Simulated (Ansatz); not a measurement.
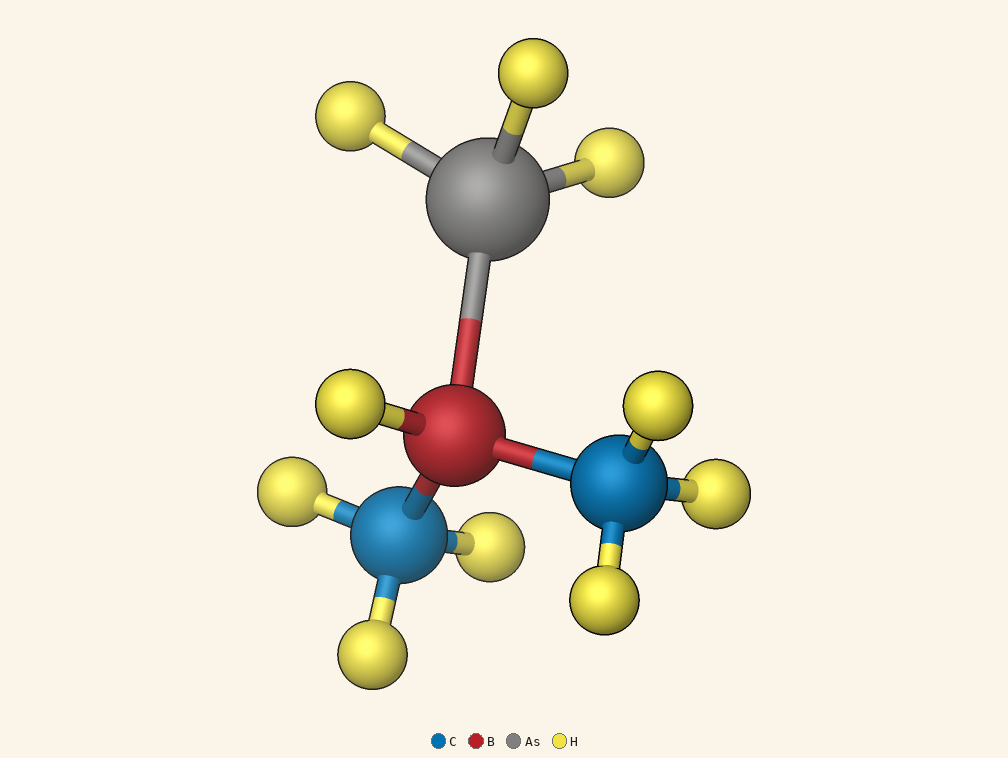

A ball-and-stick model of a molecule.

Question: Give the formula.

Answer: C₂H₁₀AsB, 14 atoms: 2 carbon, 10 hydrogen, 1 arsenic and 1 boron.

Question: How many bonds of each kind are drawn?

Answer: 6 C–H, 3 As–H, 2 C–B, 1 As–B, 1 B–H.

Question: Name some functional groups or characteristic bonds that it holds.

Answer: Among them: B–H bond.

Question: Which point group does it belong to?

Answer: Cs.

Question: Does it have rings?

Answer: It has no ring.

The parts below concern this one geometry. Atoms keep their numbers from picture to picture. The computed structure is the end point of a PBE0-D4/def2-TZVP optimisation.

### Shape

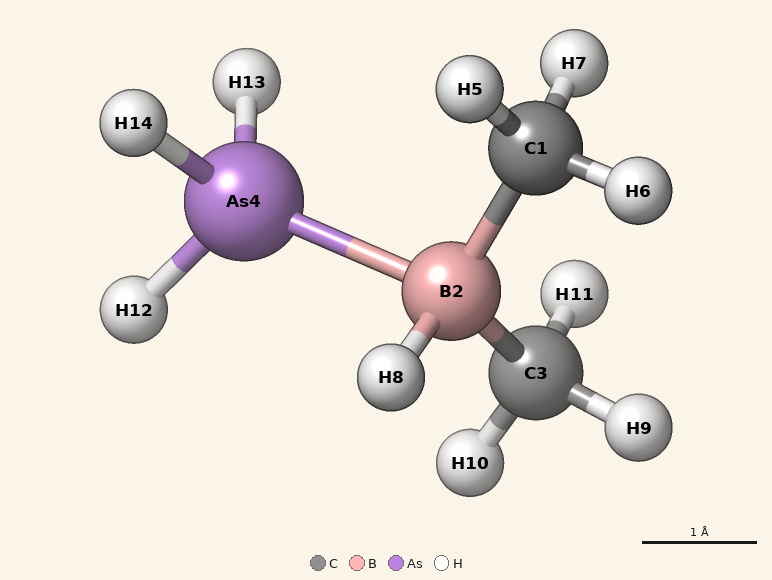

Atoms carry their numbers in the input.

List the bonds and their lengths.

```tsv
bond	length (Å)	order
C1–B2	1.605	single
C1–H5	1.095	single
C1–H6	1.097	single
C1–H7	1.096	single
B2–C3	1.605	single
B2–As4	2.152	single
B2–H8	1.218	single
C3–H9	1.097	single
C3–H10	1.095	single
C3–H11	1.096	single
As4–H12	1.509	single
As4–H13	1.512	single
As4–H14	1.509	single
```

### Thermal motion

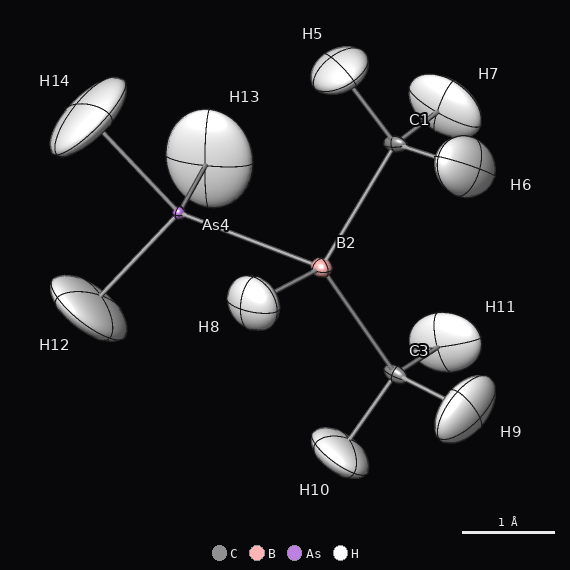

Displacement ellipsoids at the 50 % level, enlarged 1.5 times, from the internal vibrations of the free molecule (harmonic, no overall translation or rotation; no half-axis is drawn under 0.075 Å). Vibrations computed with RKS PBE0-D4/def2-TZVP (Ansatz 0.2.0). Temperature: 0 K (zero-point motion alone).

Question: Which atom moves most?

Answer: H13, with U_eq = 0.0382 Å².

Question: Does H13 move more along its bond or across it?

Answer: Across it: the root-mean-square amplitude is 0.086 Å along the bond and up to 0.250 Å across, since bending and torsion are softer than stretching.

List U_eq and the three principal root-mean-square amplitudes for each kind of atom.

| atom | U_eq (Å²) | rms amplitudes (Å) |
| --- | --- | --- |
| C1, C3 | 0.0023 | 0.028, 0.041, 0.066 |
| B2 | 0.0027 | 0.046, 0.049, 0.060 |
| As4 | 0.00018 | 0.006, 0.011, 0.020 |
| H5, H10 | 0.0215 | 0.082, 0.145, 0.192 |
| H6, H9 | 0.0222 | 0.095, 0.143, 0.193 |
| H7, H11 | 0.0225 | 0.076, 0.147, 0.200 |
| H8 | 0.0160 | 0.092, 0.133, 0.147 |
| H12, H14 | 0.0365 | 0.086, 0.202, 0.248 |
| H13 | 0.0382 | 0.086, 0.211, 0.250 |

### Levels of theory compared

Program: Ansatz 0.2.0.

Compare HOMO–LUMO gap (eV), HOMO energy (eV), dipole (D) at these levels: B3LYP-D4/def2-TZVPP; PBE-D4/def2-TZVPP; r2SCAN-D4/def2-TZVPP; ωB97M-V/def2-TZVPP.

| level | HOMO–LUMO gap (eV) | HOMO energy (eV) | dipole (D) |
| --- | --- | --- | --- |
| B3LYP-D4/def2-TZVPP | 7.62 | −7.68 | 3.08 |
| PBE-D4/def2-TZVPP | 5.98 | −6.57 | 3.03 |
| r2SCAN-D4/def2-TZVPP | 6.58 | −6.84 | 3.10 |
| ωB97M-V/def2-TZVPP | 11.85 | −10.02 | 3.19 |

### Vibrations

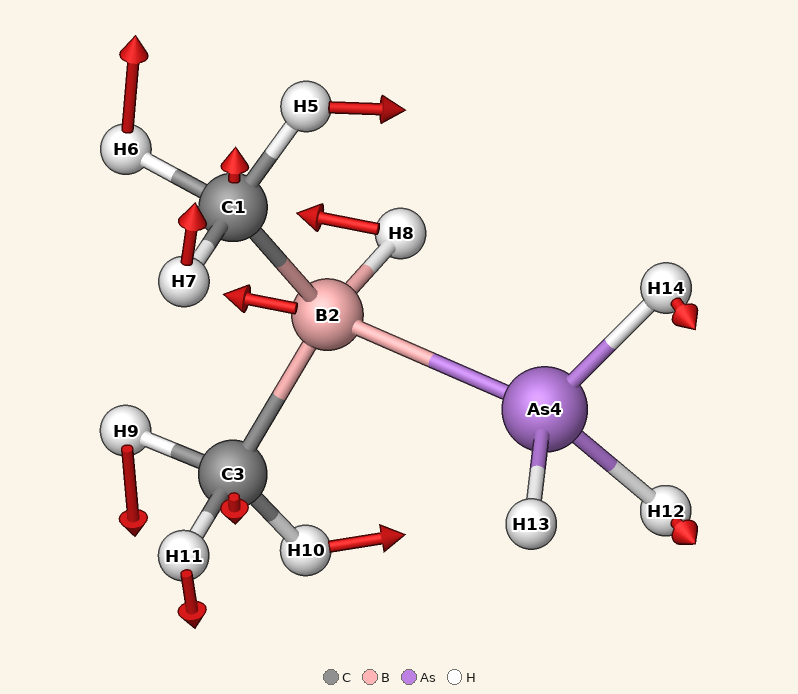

The arrows show one normal mode. Harmonic vibrations computed with RKS PBE0-D4/def2-TZVP (Ansatz 0.2.0) at a stationary point of the same level.

Question: At what wavenumber does it lie?

Answer: 315 cm⁻¹; it is mode 7 of 36 counted from the lowest.

### Charges

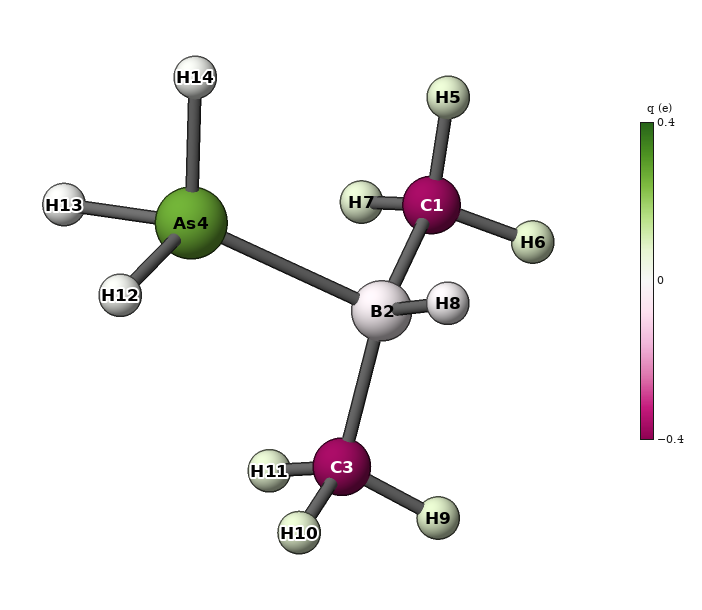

Atoms are coloured by their Mulliken charges. Level of theory: RKS B3LYP-D4/def2-TZVPP (Ansatz 0.2.0).

Question: Which atom carries the highest charge (most positive or least negative)?

Answer: As4 (0.26 e).

Question: And the lowest?

Answer: C1, C3 (−0.36 e).

Give the Mulliken charges atom by atom.

```csv
atom,value (e)
C1,−0.36
B2,−0.02
C3,−0.36
As4,0.26
H5,0.08
H6,0.08
H7,0.07
H8,−0.01
H9,0.08
H10,0.08
H11,0.07
H12,0.01
H13,0.00
H14,0.01
```

Mulliken values depend strongly on the basis set and can even reverse the polarity of a bond.
